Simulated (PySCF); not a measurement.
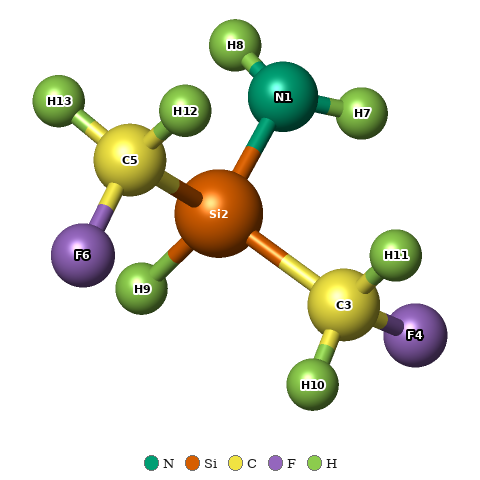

The molecule: C₂H₇F₂NSi, SMILES N[SiH](CF)CF.

Kohn-Sham orbital energies near the frontier, PBE0/aug-cc-pVDZ in PySCF 2.14.0, at a PBE0-D3(BJ)/def2-SVP geometry (no frequency check), isolated molecule; empty levels in grey, levels within 0.03 eV side by side.

Question: Where do the frontier orbitals lie?

Answer: HOMO at −7.62 eV, LUMO at −0.36 eV, 7.26 eV apart.

Question: List the levels with the atoms that carry most of them (a dash for levels above zero or within 0.03 eV of another, where shares mean little).

Answer:
| orbital | energy (eV) | Löwdin shares |
| --- | --- | --- |
| LUMO+1 | 0.01 | – |
| LUMO | −0.36 | H8 26 %, Si2 20 %, H7 18 % |
| HOMO | −7.62 | N1 57 %, Si2 14 %, H9 8 % |
| HOMO−1 | −8.40 | C3 28 %, F4 20 %, Si2 15 % |
| HOMO−2 | −9.10 | C5 19 %, N1 18 %, F6 17 % |

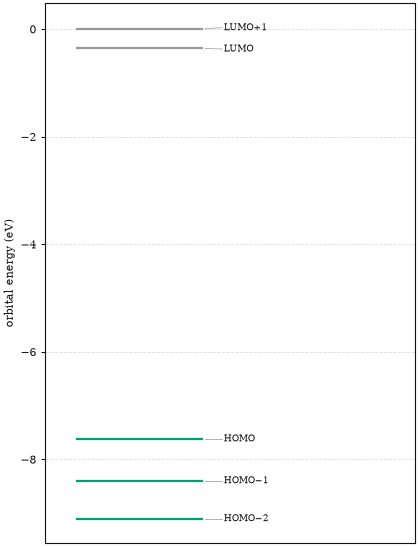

Caveats: one conformer of a flexible molecule; empty levels above zero depend strongly on the basis.
